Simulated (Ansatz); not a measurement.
The starting structures come from a database of crystals and need not be the phases stable at ambient conditions.

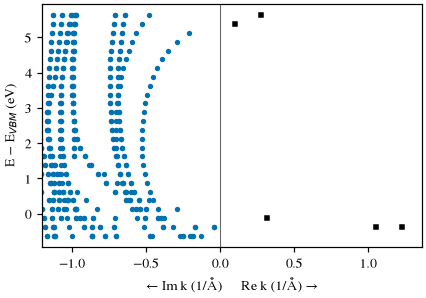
Figure: Complex bands at the centre of the two-dimensional zone; PBEsol (Ansatz, a first-principles code)

The gap is the functional's own, uncorrected, and κ follows it; spin-orbit coupling is left out. Mid-gap values are interpolated between the computed energies.

This is KAsF6 (R-3m, not sure to be the ambient phase, 8 atoms a cell, 13.9 Å³ an atom, 2 GPa at this level) along the normal of (100). Read off the slowest decay at the centre of the two-dimensional zone at 2.62 eV, the computed energy nearest the middle of the gap.

κ ≈ 0.52 1/Å, a decay length 1/(2κ) of the density of 0.96 Å.
